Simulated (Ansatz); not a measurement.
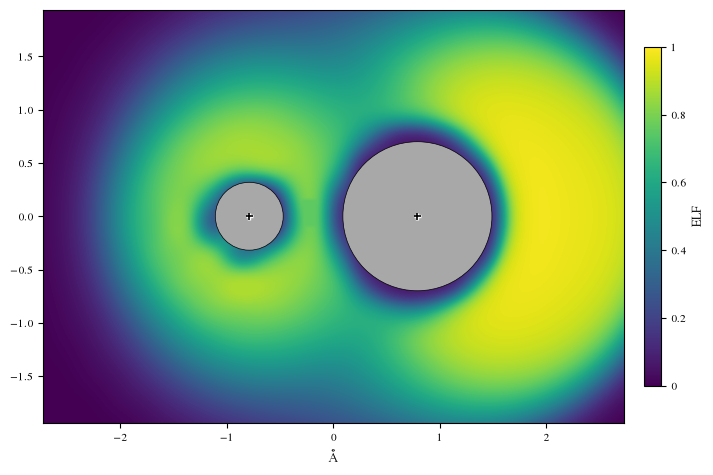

The ELF on a plane through atoms (crosses mark nuclei in the plane; grey discs cover the cores).

Computed with isolated molecule in a Gaussian basis; Kohn-Sham density functional theory, functional PBE0 in Ansatz 0.2.0.

Candidates:
A. AlFH3SeSi (SMILES [F][Al][Se][SiH3]) (doublet)
B. C3H9Si (SMILES CC[SiH+]C) (charge +1)
C. SiN (SMILES N#[Si]) (doublet)

### Which candidate gave the map?

Candidate C: SiN on a plane that holds the molecular axis, which holds N and Si. Si–N (1.58 Å): the ELF peaks at about 0.75 in the valence shell of N, 0.6 Å from its nucleus, and is about 0.30 at the midpoint.
